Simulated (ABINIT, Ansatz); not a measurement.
**NaHF2 (R-3m): G0W0 on several meshes in ABINIT**

How does the mesh move the gap of NaHF2 (R-3m)?

Calculated with ABINIT 10.8.3; PBEsol and many-body steps on it, plane waves.

## 1. Starting point

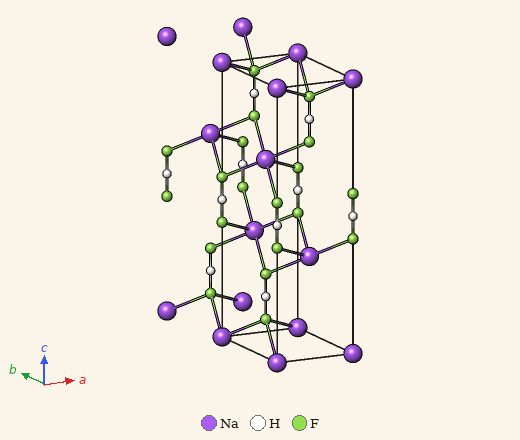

The starting structure, seen from a free direction (sodium purple, hydrogen white, fluorine green). 1×2×1 cells are drawn. This picture shows the conventional cell, with its axes. Bonds to atoms that aren't drawn are left out. Some periodic images of atoms are drawn too.

Structure file:

```cif
data_structure
_symmetry_space_group_name_H-M 'P 1'
_symmetry_Int_Tables_number 1
_cell_length_a 5.0030
_cell_length_b 5.0030
_cell_length_c 5.0030
_cell_angle_alpha 40.631
_cell_angle_beta 40.631
_cell_angle_gamma 40.631
_cell_volume 47.90
loop_
_atom_site_label
_atom_site_type_symbol
_atom_site_fract_x
_atom_site_fract_y
_atom_site_fract_z
_atom_site_occupancy
Na1 Na 0.00000 0.00000 0.00000 1
H2 H 0.50000 0.50000 0.50000 1
F3 F 0.41760 0.41760 0.41760 1
F4 F 0.58240 0.58240 0.58240 1
```

The cell and positions come from the Crystallography Open Database and are kept as given unless a step says otherwise.

## 2. Empty states on the mesh, 4×4×4 mesh, 97 bands

This step: ABINIT 10.8.3; DFT, PBEsol, plane waves, norm-conserving pseudopotentials.

The sums over transitions need many empty states on a uniform mesh; this step solves for them.

File run.abi:

```
acell 3*1.0 Angstrom
rprim 
  1.737000000015 1.002857417591 4.583333333300
  -1.737000000015 1.002857417591 4.583333333300
  -0.000000000000 -2.005714835182 4.583333333300
ntypat 3
znucl 11 1 9
natom 4
typat 1 2 3 3
xred 
  0.000000000000 0.000000000000 0.000000000000
  0.500000000000 0.500000000000 0.500000000000
  0.417600000000 0.417600000000 0.417600000000
  0.582400000000 0.582400000000 0.582400000000
pp_dirpath "pseudos"
pseudos "Na.upf, H.upf, F.upf"
ecut 38
ngkpt 4 4 4
nshiftk 1
shiftk 0 0 0
kptopt 1
chksymbreak 0
iscf -2
irdden 1
istwfk *1
nband 97
nbdbuf 8
tolwfr 1e-09
nstep 60
prtvol 0
indata_prefix "in"
outdata_prefix "out"
tmpdata_prefix "tmp"
```

Started as:

```
$ OMP_NUM_THREADS=1 mpirun -n 4 abinit run.abi > log
```

Numbers of over 12 decimals in the logs are rounded to 6 here.

What it wrote:

```text
.Version 10.8.3 of ABINIT. v10.8.2 released Aug 2026.

 Symmetries : space group R-3 m (#166); Bravais hR (rhombohedral)
[... echo of the input left out ...]
== DATASET  1 ==================================================================
-   mpi_nproc: 4, omp_nthreads: 1 (-1 if OMP is not activated)

--- !DatasetInfo
iteration_state: {dtset: 1, }
dimensions: {natom: 4, nkpt: 13, mband: 97, nsppol: 1, nspinor: 1, nspden: 1, mpw: 3640, }
cutoff_energies: {ecut:  38.0, pawecutdg:  -1.0, }
[...]
2.50579    2.50579    2.60273    2.60273    2.66265    2.66265    2.67833    2.71609
   2.71609    2.73424    2.73741    2.75119    2.75468    2.81107    2.81107    2.86330
   2.86336
 prteigrs : prtvol=0 or 1, do not print more k-points.

== END DATASET(S) ==============================================================
================================================================================

 -outvars: echo values of variables after computation  --------
            nband          97
             nkpt          13
          spgroup         166
 [... the other variables as echoed above ...]

 Calculation completed.
```

Wall time 88 s (4 MPI ranks of Arm Neoverse N1, shared host); peak memory 0.37 GiB.

This step gave:

```yaml
gap: 6.931 eV
k_of_the_valence_top: 0.5, 0.5, 0.5
k_of_the_conduction_bottom: 0, 0, 0
least_direct_gap: 7.132 eV
k_points_computed: 13
lowest_point_of_the_top_converged_band_above_the_valence_top: 76.3116 eV
```

On this mesh the gap is 6.931 eV.

The density comes from a self-consistent run that is not shown.

## 3. Screening, 4×4×4 mesh, 43 bands, screening to 114.3 eV

The RPA dielectric matrix is built and inverted for each q.

This step: RPA screening on PBEsol, plane waves, norm-conserving pseudopotentials.

Edit run.abi of step 2 so:

```diff
@@ -22,10 +22,11 @@
 chksymbreak 0
-iscf -2
-irdden 1
 istwfk *1
-nband 97
-nbdbuf 8
-tolwfr 1e-09
-nstep 60
-prtvol 0
+occopt 1
+irdwfk 1
+optdriver 3
+nband 43
+ecuteps 4.2
+inclvkb 2
+awtr 1
+symchi 1
 indata_prefix "in"
```

What it wrote:

```text
.Version 10.8.3 of ABINIT. v10.8.2 released Aug 2026.

 Symmetries : space group R-3 m (#166); Bravais hR (rhombohedral)
[... echo of the input left out ...]
== DATASET  1 ==================================================================
-   mpi_nproc: 4, omp_nthreads: 1 (-1 if OMP is not activated)

--- !DatasetInfo
iteration_state: {dtset: 1, }
dimensions: {natom: 4, nkpt: 13, mband: 43, nsppol: 1, nspinor: 1, nspden: 1, mpw: 3640, }
cutoff_energies: {ecut:  38.0, pawecutdg:  -1.0, }
electrons: {nelect:   2.40000000E+01, charge:   0.00000000E+00, occopt:   1.00000000E+00, tsmear:   1.00000000E-02, }

 SCREENING: Calculation of the susceptibility and dielectric matrices

 Based on a program developped by R.W. Godby, V. Olevano, G. Onida, and L. Reining.
 Incorporated in ABINIT by V. Olevano, G.-M. Rignanese, and M. Torrent.
.Using double precision arithmetic ; gwpc =  8

[... cell and pseudopotentials left out ...]
--------------------------------------------------------------------------------

 ==== K-mesh for the wavefunctions ====
 Number of points in the irreducible wedge :    13
[... list of points left out ...]
 Together with 12 symmetry operations and time-reversal symmetry
 yields    64 points in the full Brillouin Zone.

 ==== Q-mesh for the screening function ====
 Number of points in the irreducible wedge :    13
[... list of points left out ...]
 Together with 12 symmetry operations and time-reversal symmetry
 yields    64 points in the full Brillouin Zone.

 setmesh: FFT mesh size selected  =    36x   36x   36
          total number of points  =        46656

 vcoul_init : cutoff-mode = AUXILIARY_FUNCTION
 q-points for optical limit:   1
     1)      0.000010    0.000020    0.000030

- screening: taking advantage of time-reversal symmetry
- Maximum band index for partially occupied states nbvw = 12
- Remaining bands to be divided among processors   nbcw = 31
- Number of bands treated by each node ~7

 Number of electrons calculated from density =   24.0000; Expected =   24.0000
 average of density, n =  0.074241
 r_s =    1.4760
 omega_plasma =   26.2831 [eV]

 calculating chi0 at frequencies [eV] :
  1    0.000000E+00    0.000000E+00
  2    0.000000E+00    2.628313E+01

--------------------------------------------------------------------------------
  q-point number  1        q = ( 0.000000, 0.000000, 0.000000) [r.l.u.]
--------------------------------------------------------------------------------
[... chi0 elements left out ...]
 For q-point:  0.000010 0.000020 0.000030
  dielectric constant =   1.6556
  dielectric constant without local fields =   1.7305

  Average fulfillment of the sum rule on Im[epsilon] for q-point    1 :     28.09  [%]
[... wings left out ...]
  q-point number  2        q = ( 0.250000, 0.000000, 0.000000) [r.l.u.]
--------------------------------------------------------------------------------
[... chi0 elements left out ...]
  Average fulfillment of the sum rule on Im[epsilon] for q-point    2 :     38.01  [%]

 [... 11 further q-points ...]
```

The job ended after 88 s (4 MPI ranks; peak memory 1.2 GiB).

Numbers from this step:

```
ε∞ with local fields, on this mesh, along the program's q direction : 1.656
the same without local fields                                       : 1.730
plasma frequency                                                    : 26.28 eV
plane waves in the screening matrix                                 : 115
```

Local fields lower ε∞ by 4 %.

## 4. 4×4×4

The self-energy is evaluated for the states that the input lists, and the levels follow from it, in one-shot runs by the linearised quasiparticle equation.

This step: G0W0 on PBEsol, plane waves, norm-conserving pseudopotentials.

Edit run.abi of step 3 so:

```diff
@@ -25,8 +25,17 @@
 irdwfk 1
-optdriver 3
+optdriver 4
 nband 43
+gwcalctyp 0
+ecutsigx 38
+symsigma 1
+nkptgw 2
+kptgw 
+  0.5000000000 0.5000000000 0.5000000000
+  0.0000000000 0.0000000000 0.0000000000
+bdgw 
+  11 14
+  10 14
 ecuteps 4.2
-inclvkb 2
-awtr 1
-symchi 1
+irdscr 1
+ppmodel 1
 indata_prefix "in"
```

What it wrote:

```text
.Version 10.8.3 of ABINIT. v10.8.2 released Aug 2026.

 Symmetries : space group R-3 m (#166); Bravais hR (rhombohedral)
[... echo of the input left out ...]
== DATASET  1 ==================================================================
-   mpi_nproc: 4, omp_nthreads: 1 (-1 if OMP is not activated)

--- !DatasetInfo
iteration_state: {dtset: 1, }
dimensions: {natom: 4, nkpt: 13, mband: 43, nsppol: 1, nspinor: 1, nspden: 1, mpw: 3640, }
cutoff_energies: {ecut:  38.0, pawecutdg:  -1.0, }
electrons: {nelect:   2.40000000E+01, charge:   0.00000000E+00, occopt:   1.00000000E+00, tsmear:   1.00000000E-02, }

 SIGMA: Calculation of the GW corrections

 Based on a program developped by R.W. Godby, V. Olevano, G. Onida, and L. Reining.
 Incorporated in ABINIT by V. Olevano, G.-M. Rignanese, and M. Torrent.
.Using double precision arithmetic ; gwpc =  8

[... cell and pseudopotentials left out ...]
--------------------------------------------------------------------------------

 ==== K-mesh for the wavefunctions ====
 Number of points in the irreducible wedge :    13
[... list of points left out ...]
 Together with 12 symmetry operations and time-reversal symmetry
 yields    64 points in the full Brillouin Zone.

 ==== Q-mesh for screening function ====
 Number of points in the irreducible wedge :    13
[... list of points left out ...]
 Together with 12 symmetry operations and time-reversal symmetry
 yields    64 points in the full Brillouin Zone.

 vcoul_init : cutoff-mode = AUXILIARY_FUNCTION
 q-points for optical limit:   1
     1)      0.000010    0.000020    0.000030
 setmesh: FFT mesh size selected  =    54x   54x   54
          total number of points  =       157464

 Number of electrons calculated from density =   24.0000; Expected =   24.0000
 average of density, n =  0.074241
 r_s =    1.4760
 omega_plasma =   26.2831 [eV]

 === KS Band Gaps ===
  >>>> For spin  1
   Minimum direct gap =   7.1316 [eV], located at k-point      :   0.0000  0.0000  0.0000
   Fundamental gap    =   6.9313 [eV], Top of valence bands at :   0.5000  0.5000  0.5000
                                       Bottom of conduction at :   0.0000  0.0000  0.0000
 SIGMA fundamental parameters:
 PLASMON POLE MODEL  1
 number of plane-waves for SigmaX                 3607
 number of plane-waves for SigmaC and W            115
 number of plane-waves for wavefunctions          3607
 number of bands                                    43
 number of independent spin polarizations            1
 number of spinorial components                      1
 number of k-points in IBZ                          13
 number of q-points in IBZ                          13
 number of symmetry operations                      12
 number of k-points in BZ                           64
 number of q-points in BZ                           64
 number of frequencies for dSigma/dE                 9
 frequency step for dSigma/dE [eV]                0.25
 number of omega for Sigma on real axis              0
 max omega for Sigma on real axis  [eV]           0.00
 zcut for avoiding poles [eV]                     0.10

 EPSILON^-1 parameters (SCR file):
 dimension of the eps^-1 matrix on file            115
 dimension of the eps^-1 matrix used               115
 number of plane-waves for wavefunctions          3607
 number of bands                                    43
 number of q-points in IBZ                          13
 number of frequencies                               2
 number of real frequencies                          1
 number of imag frequencies                          1

 matrix elements of self-energy operator (all in [eV])

 Perturbative Calculation

--- !SelfEnergy_ee
iteration_state: {dtset: 1, }
kpoint     : [   0.500,    0.500,    0.500, ]
spin       : 1
KS_gap     :    8.690
QP_gap     :   13.281
Delta_QP_KS:    4.591
data: !SigmaeeData |
     Band     E0 <VxcDFT>   SigX SigC(E0)      Z dSigC/dE  Sig(E)    E-E0       E
       11  -3.442 -22.457 -30.582   4.650   0.834  -0.199 -25.355  -2.898  -6.340
       12  -3.442 -22.457 -30.582   4.650   0.834  -0.199 -25.355  -2.898  -6.340
       13   5.248  -7.722  -3.833  -2.040   0.915  -0.093  -6.029   1.693   6.941
       14   6.328 -10.325  -5.836  -2.083   0.906  -0.103  -8.145   2.180   8.508

--- !SelfEnergy_ee
iteration_state: {dtset: 1, }
kpoint     : [   0.000,    0.000,    0.000, ]
spin       : 1
KS_gap     :    7.132
QP_gap     :   11.471
Delta_QP_KS:    4.339
data: !SigmaeeData |
     Band     E0 <VxcDFT>   SigX SigC(E0)      Z dSigC/dE  Sig(E)    E-E0       E
       10  -3.668 -22.031 -30.205   4.627   0.834  -0.199 -24.988  -2.957  -6.625
       11  -3.668 -22.031 -30.205   4.627   0.834  -0.199 -24.988  -2.957  -6.625
       12  -3.642 -23.108 -30.379   4.129   0.843  -0.186 -25.756  -2.649  -6.291
       13   3.489  -8.257  -4.342  -2.070   0.916  -0.092  -6.567   1.690   5.179
       14   9.789  -7.583  -3.079  -2.286   0.914  -0.094  -5.556   2.027  11.816

== END DATASET(S) ==============================================================
================================================================================

 -outvars: echo values of variables after computation  --------
           etotal      0.0000000000E+00
            nband          43
             nkpt          13
          spgroup         166
 [... the other variables as echoed above ...]

 Calculation completed.
```

Elapsed: 9.2 s, on 4 MPI ranks; peak memory 0.57 GiB.

This step gave:

- G0W0 gap on the points computed: 11.47 eV
- starting gap on the mesh: 6.931 eV
- k of the valence top: 0, 0, 0
- k of the conduction bottom: 0, 0, 0
- Z at the valence top: 0.843
- Z at the conduction bottom: 0.916
- least direct G0W0 gap on the computed points: 11.47 eV

The gap on the mesh goes from 6.93 eV to 11.47 eV, a correction of +4.54 eV.

## 5. Empty states on the mesh, 6×6×6 mesh, 47 bands

This step: DFT, PBEsol, plane waves, norm-conserving pseudopotentials.

Edit run.abi of step 4 so:

```diff
@@ -17,3 +17,3 @@
 ecut 38
-ngkpt 4 4 4
+ngkpt 6 6 6
 nshiftk 1
@@ -22,20 +22,10 @@
 chksymbreak 0
+iscf -2
+irdden 1
 istwfk *1
-occopt 1
-irdwfk 1
-optdriver 4
-nband 43
-gwcalctyp 0
-ecutsigx 38
-symsigma 1
-nkptgw 2
-kptgw 
-  0.5000000000 0.5000000000 0.5000000000
-  0.0000000000 0.0000000000 0.0000000000
-bdgw 
-  11 14
-  10 14
-ecuteps 4.2
-irdscr 1
-ppmodel 1
+nband 47
+nbdbuf 4
+tolwfr 1e-09
+nstep 60
+prtvol 0
 indata_prefix "in"
```

What it wrote:

```text
.Version 10.8.3 of ABINIT. v10.8.2 released Aug 2026.

 Symmetries : space group R-3 m (#166); Bravais hR (rhombohedral)
[... echo of the input left out ...]
== DATASET  1 ==================================================================
-   mpi_nproc: 4, omp_nthreads: 1 (-1 if OMP is not activated)

--- !DatasetInfo
iteration_state: {dtset: 1, }
dimensions: {natom: 4, nkpt: 32, mband: 47, nsppol: 1, nspinor: 1, nspden: 1, mpw: 3640, }
cutoff_energies: {ecut:  38.0, pawecutdg:  -1.0, }
[...]
0.72981    0.80432    0.92618    1.01880    1.01880    1.03459    1.03459    1.07107
   1.15305    1.23022    1.23022    1.27556    1.27556    1.34907    1.37392    1.51369
   1.56937    1.56937    1.66298    1.67819    1.79180    1.79185    1.82406
 prteigrs : prtvol=0 or 1, do not print more k-points.

== END DATASET(S) ==============================================================
================================================================================

 -outvars: echo values of variables after computation  --------
            nband          47
             nkpt          32
          spgroup         166
 [... the other variables as echoed above ...]

 Calculation completed.
```

Wall time 63 s (4 MPI ranks); peak memory 0.39 GiB.

Numbers from this step:

| Item | Value |
| --- | --- |
| gap | 6.931 eV |
| k of the valence top | 0.5, 0.5, 0.5 |
| k of the conduction bottom | 0, 0, 0 |
| least direct gap | 7.132 eV |
| k points computed | 32 |
| lowest point of the top converged band, above the valence top | 43.71 eV |

On this mesh the gap is 6.931 eV.

(Part 1 of 2 ends here.)

[Paths, hosts, dates, memory and timing lines, banners, echoed tables and standing remarks are left out of the program output.]

[Logs are printed without paths, hosts, clocks, repeated set-up lines and the standing remarks that a program may print on its own settings, such as how far it seeks lower states.]

[Runs of the session that timed out or met a known fault of the program may be left out.]

[Hosts, paths, dates, database ids (printed as entryN), source tags and the programs' standing remarks are cut or masked in the printed files.]

[G0W0 gaps are taken among the corrected bands and points alone; a level outside them can change the order at an edge.]

[Where Ansatz stands beside ABINIT at settings called matched, ABINIT's density can come from a denser mesh and the files from another edition; pairs whose starting gaps differed by over 0.03 eV were left out, so agreement reads better than it is.]
